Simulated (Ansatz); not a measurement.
# BP, thickness series

Base system: BP in the zinc blende structure (space group F-43m, No. 216).

```yaml
crystal:
  lattice:
    - [0.00000, 2.26828, 2.26828]
    - [2.26828, 0.00000, 2.26828]
    - [2.26828, 2.26828, 0.00000]
  atoms:
    - { symbol: P, position: [0.75000, 0.75000, 0.75000] }
    - { symbol: B, position: [0.00000, 0.00000, 0.00000] }
```

Cartesian axes are those of the cell as printed.

Free-standing slabs (2 atom(s) a layer) normal to [110] with 15 Å of vacuum; in-plane cell held at bulk.

Level of theory: r2SCAN/PAW in Ansatz (a quantum-chemistry and plane-wave program), no spin-orbit coupling.

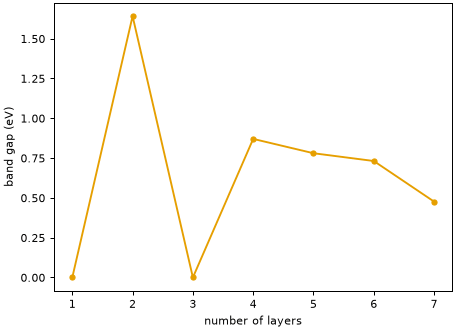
Band gap against number of layers

```csv
number of layers,band gap
1,zero
2,1.64 eV
3,zero
4,0.87 eV
5,0.78 eV
6,0.73 eV
7,0.48 eV
```

Whether these cells are dynamically stable was not tested. The final runs are not spin-polarised. The zero or small gap of BP can change with the level of theory.
